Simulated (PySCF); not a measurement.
## Run report: C3H3F3Ge, geometry relaxation

- system: C3H3F3Ge
- method: PBE0-D3(BJ)/def2-SVP geometry optimisation, gas phase (PySCF 2.14.0)

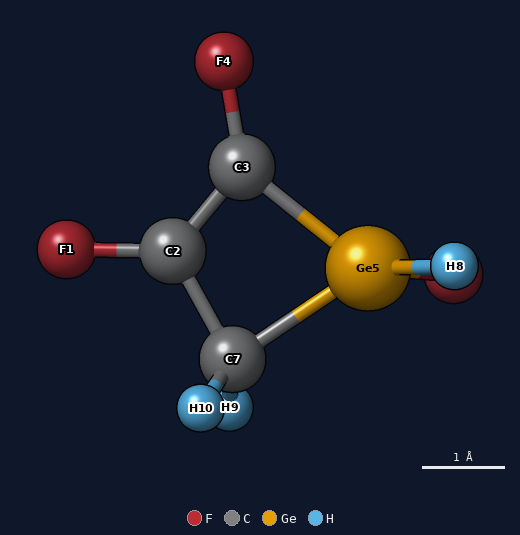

Fig. 1: The structure as given in the input (ball-and-stick view, seen on its broad side; atoms are numbered from 1 in the order of the input). Sticks mark near contacts. Bond lengths as drawn: C–C 1.33 to 1.52 Å, C–F 1.31 Å, C–Ge 1.99 to 2.01 Å, C–H 1.07 to 1.10 Å, F–Ge 1.75 Å and Ge–H 1.54 Å.

## Input file
```
{"job": {"xc": "PBE0", "basis": "def2-SVP", "d3": "d3bj", "grid": 1, "shake": 0.01, "kind": "geom"}, "charge": 0, "multiplicity": 1}
F     -2.370250    -0.600870    -0.163400
C     -1.135420    -0.159840    -0.066900
C     -0.680060     1.089320    -0.168290
F     -1.322040     2.212660    -0.381910
Ge     1.192810     0.490820     0.146620
F      2.152110     0.522030    -1.315150
C      0.000330    -1.124480     0.207310
H      2.216540     1.052930     1.145950
H      0.132180    -1.838010    -0.578310
H     -0.135770    -1.665490     1.153020
```

The first line tells a small driver script what to run in PySCF; the rest is the geometry in Å.

Machine: 1 CPU thread, shared host.

Launch command:
```bash
OMP_NUM_THREADS=1 python <driver script> task.json out
```

## Output
```
step   0  E = -2491.37565108  max force = 0.029666
step   1  E = -2491.37562806  max force = 0.016654
step   2  E = -2491.37913651  max force = 0.010719
step   3  E = -2491.37987302  max force = 0.010152
step   4  E = -2491.38037678  max force = 0.002141
step   5  E = -2491.38043382  max force = 0.000878
step   6  E = -2491.38046210  max force = 0.000438
step   7  E = -2491.38047184  max force = 0.000428
optimisation converged
```

## Trajectory as extended XYZ (Å, eV, eV/Å), 8 frames, from step=0 to step=7
```
10
Properties=species:S:1:pos:R:3:forces:R:3 step=0 energy=-67793.78456
F    -2.3702   -0.6009   -0.1634   -0.3552   0.0185  -0.0588
C    -1.1354   -0.1598   -0.0669    0.3277  -0.9655   0.2250
C    -0.6801    1.0893   -0.1683    1.5255   0.6083   0.2884
F    -1.3220    2.2127   -0.3819   -0.3038   0.0977  -0.0943
Ge    1.1928    0.4908    0.1466   -0.9282   0.0511  -0.5704
F     2.1521    0.5220   -1.3152   -0.0781  -0.0944   0.0002
C     0.0003   -1.1245    0.2073   -0.3548   1.1345   0.7555
H     2.2165    1.0529    1.1460   -0.3094  -0.1629   0.1811
H     0.1322   -1.8380   -0.5783    0.3267  -0.7107  -0.8944
H    -0.1358   -1.6655    1.1530    0.1496   0.0234   0.1677
10
Properties=species:S:1:pos:R:3:forces:R:3 step=1 energy=-67793.78394
F    -1.7859   -1.4469    0.8904    0.4891   0.2028  -0.0136
C    -0.8541   -0.6027    0.4680    0.3539   0.4348  -0.2340
C    -0.9874    0.7247    0.2296   -0.6268  -0.6445  -0.2874
F    -2.0753    1.4367    0.3231   -0.7859   0.5356   0.2027
Ge    0.7522    0.9186   -0.4902    0.4051  -0.4805   0.8564
F     0.9107    1.0065   -2.2114    0.0024   0.0389  -0.2483
C     0.5848   -0.9647    0.1745   -0.3314  -0.4832  -0.2670
H     1.6762    1.9487    0.1374    0.3149   0.1168  -0.1499
H     0.7065   -1.7310   -0.6166   -0.0573   0.1542   0.1157
H     1.1241   -1.3019    1.0702    0.2360   0.1250   0.0254
10
Properties=species:S:1:pos:R:3:forces:R:3 step=2 energy=-67793.87941
F    -1.7347   -1.4411    0.9392    0.0795  -0.2226   0.0974
C    -0.8424   -0.5904    0.4708   -0.2305   0.3151   0.0124
C    -1.0541    0.7223    0.2118    0.4169   0.0232  -0.5512
F    -2.1475    1.4549    0.2963   -0.0312  -0.2870   0.2009
Ge    0.7480    0.9039   -0.4593    0.0478   0.0676   0.4035
F     0.9172    1.0061   -2.1867    0.0056   0.0313  -0.0987
C     0.5859   -0.9699    0.1586   -0.3105  -0.0438   0.0532
H     1.7248    1.9232    0.1382    0.0604  -0.0501  -0.1092
H     0.6918   -1.7294   -0.6339   -0.0642   0.0867   0.0006
H     1.1630   -1.2915    1.0400    0.0262   0.0795  -0.0089
10
Properties=species:S:1:pos:R:3:forces:R:3 step=3 energy=-67793.89945
F    -1.6855   -1.4623    0.9930   -0.2505   0.1577   0.0178
C    -0.8582   -0.5751    0.4780    0.5221  -0.2208  -0.0146
C    -1.0635    0.7239    0.1752   -0.3576   0.0372  -0.0980
F    -2.1964    1.3969    0.2910    0.2115   0.0532   0.0300
Ge    0.7647    0.9131   -0.4476   -0.1063  -0.0095   0.0016
F     0.9512    1.0258   -2.1791   -0.0097   0.0375   0.0522
C     0.5564   -0.9567    0.1510    0.1120   0.0394   0.1344
H     1.7860    1.9030    0.1326   -0.0997  -0.0673  -0.0331
H     0.6428   -1.7127   -0.6419    0.0151  -0.0069  -0.0759
H     1.1545   -1.2679    1.0228   -0.0370  -0.0207  -0.0145
10
Properties=species:S:1:pos:R:3:forces:R:3 step=4 energy=-67793.91316
F    -1.7097   -1.4346    0.9916   -0.0264  -0.0294   0.0213
C    -0.8465   -0.5804    0.4756    0.0433  -0.0132   0.0306
C    -1.0603    0.7173    0.1702   -0.0995   0.0221  -0.1101
F    -2.1828    1.3999    0.2929    0.0850   0.0144   0.0371
Ge    0.7582    0.9090   -0.4487   -0.0329   0.0064  -0.0182
F     0.9424    1.0340   -2.1781    0.0088   0.0140   0.0043
C     0.5674   -0.9644    0.1533    0.0080  -0.0206   0.0642
H     1.7648    1.9013    0.1346    0.0093   0.0026   0.0074
H     0.6582   -1.7178   -0.6436    0.0065   0.0110  -0.0287
H     1.1605   -1.2763    1.0271   -0.0022  -0.0072  -0.0079
10
Properties=species:S:1:pos:R:3:forces:R:3 step=5 energy=-67793.91471
F    -1.7083   -1.4348    1.0005    0.0001  -0.0023   0.0128
C    -0.8467   -0.5821    0.4769   -0.0169   0.0171   0.0089
C    -1.0634    0.7142    0.1621   -0.0240  -0.0241  -0.0451
F    -2.1782    1.4054    0.2918    0.0220   0.0002   0.0241
Ge    0.7551    0.9080   -0.4503    0.0022   0.0039  -0.0161
F     0.9449    1.0393   -2.1786    0.0111   0.0064   0.0007
C     0.5670   -0.9660    0.1536    0.0027  -0.0086   0.0163
H     1.7609    1.8986    0.1377    0.0037   0.0043   0.0090
H     0.6601   -1.7170   -0.6459   -0.0039   0.0079  -0.0061
H     1.1606   -1.2775    1.0270    0.0029  -0.0048  -0.0045
10
Properties=species:S:1:pos:R:3:forces:R:3 step=6 energy=-67793.91548
F    -1.7054   -1.4303    1.0171    0.0138   0.0062   0.0025
C    -0.8472   -0.5827    0.4787   -0.0216   0.0054  -0.0025
C    -1.0672    0.7098    0.1513    0.0225  -0.0112   0.0103
F    -2.1781    1.4038    0.2909   -0.0194   0.0118   0.0011
Ge    0.7539    0.9078   -0.4527   -0.0026  -0.0161  -0.0202
F     0.9538    1.0463   -2.1794    0.0118   0.0017   0.0053
C     0.5654   -0.9675    0.1517    0.0049   0.0054  -0.0078
H     1.7579    1.8962    0.1431   -0.0083   0.0017   0.0105
H     0.6579   -1.7167   -0.6496   -0.0069   0.0004   0.0042
H     1.1609   -1.2786    1.0237    0.0058  -0.0055  -0.0033
10
Properties=species:S:1:pos:R:3:forces:R:3 step=7 energy=-67793.91574
F    -1.7016   -1.4279    1.0278    0.0057   0.0087  -0.0011
C    -0.8473   -0.5824    0.4799   -0.0088  -0.0047  -0.0028
C    -1.0690    0.7083    0.1467    0.0202   0.0002   0.0213
F    -2.1785    1.4040    0.2888   -0.0195   0.0052  -0.0041
Ge    0.7529    0.9072   -0.4543    0.0002  -0.0177  -0.0220
F     0.9609    1.0486   -2.1796    0.0102   0.0029   0.0030
C     0.5644   -0.9681    0.1495    0.0029   0.0090  -0.0040
H     1.7535    1.8952    0.1480   -0.0078   0.0022   0.0096
H     0.6550   -1.7171   -0.6521   -0.0076  -0.0009   0.0032
H     1.1618   -1.2796    1.0202    0.0043  -0.0048  -0.0032
```

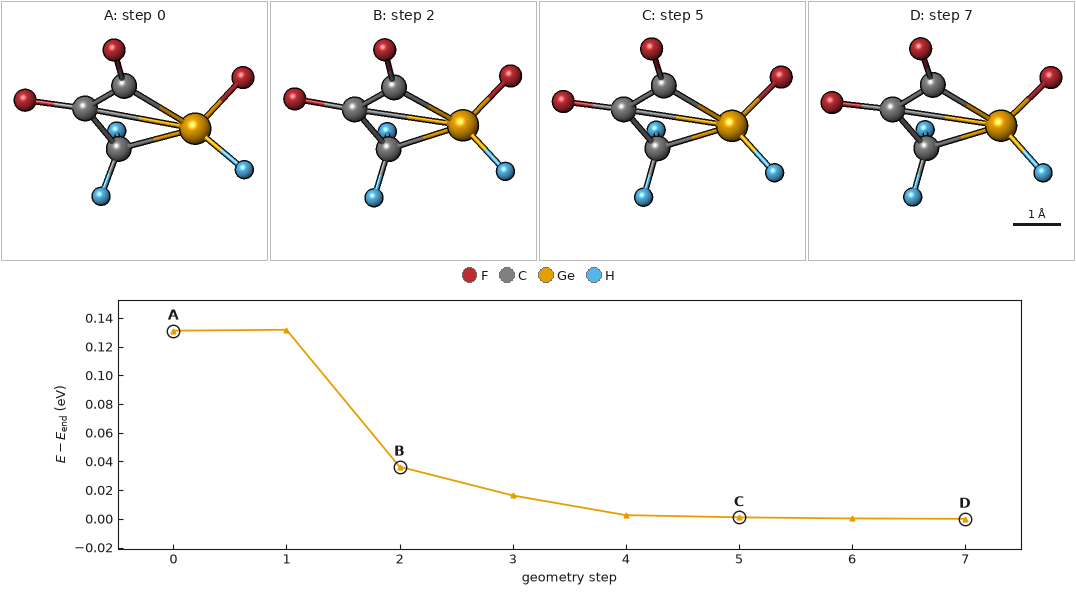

Fig. 2: Frames of the relaxation (ball-and-stick view, seen at a tilt) above the curves, on which the letters mark them (steps are counted from 0).

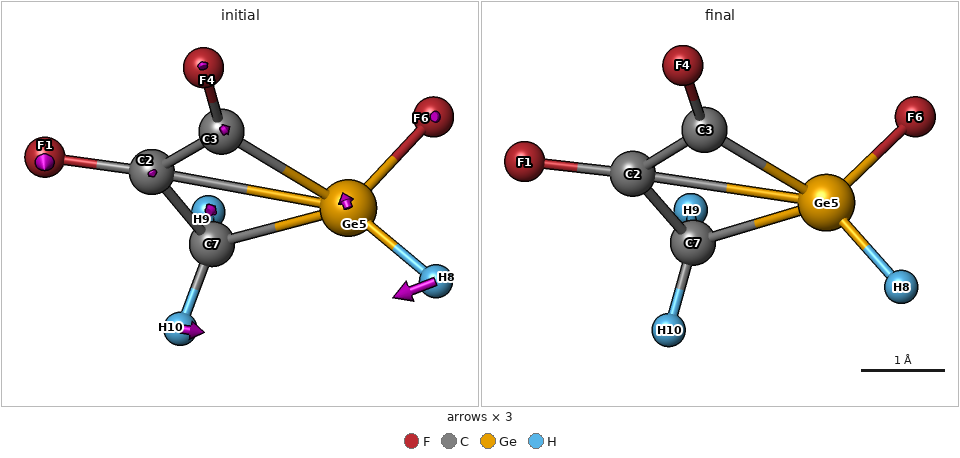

Fig. 3: Before (left) and after (right) the relaxation, at one scale (ball-and-stick view, seen at a tilt). The pink arrows give the displacements, magnified 3 times. Over 7 geometry steps the energy falls by 0.131 eV. The largest force component goes from 1.5 to 0.022 eV/Å. H8 moves most after the best rigid fit: 0.19 Å. Largest moves by element: H 0.19 Å, F 0.10 Å, Ge 0.07 Å, C 0.04 Å. Distances before and after: C3–Ge5 1.991 → 1.929 Å, C2–Ge5 2.427 → 2.377 Å, C7–H9 1.069 → 1.101 Å, Ge5–C7 2.009 → 1.979 Å. Among the angles that change: C2–Ge5–H8 142.6° → 133.6°, C7–Ge5–H8 132.1° → 123.7°, F6–Ge5–H8 99.9° → 105.0°. (Atoms are counted from 1 in the order of the input.)

## Summary

| quantity | value |
| --- | --- |
| outcome | converged |
| total energy | −2491.380472 hartree |
| dipole moment | 2.37 D |
| point group | C1 |
| wall time | 70 s |
| peak memory | 0.51 GiB |
